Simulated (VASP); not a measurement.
Band structure of MgH2 (rutile). Method: optB86b-vdW, VASP's PBE PAW potentials (set 64) (plane waves; VASP).

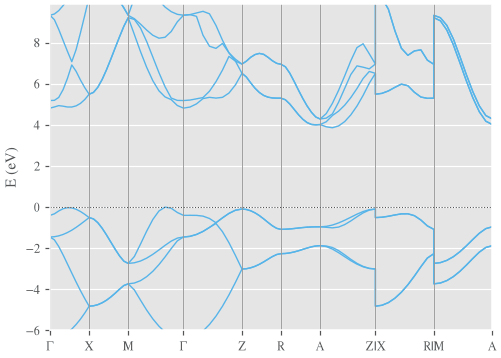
Fig. 1. Bands along high-symmetry lines, zero at the valence-band maximum or, without a gap, the Fermi level

### Question
Read the plot: is there a gap, and where are the band edges?

### Answer
The gap is indirect, 3.86 eV, from the valence maximum at M-Γ at 0.67 to the conduction minimum at A-Z at 0.22. (Edges off the drawn lines would not show.)

The compound is MgH2 in the rutile structure. It was relaxed first.
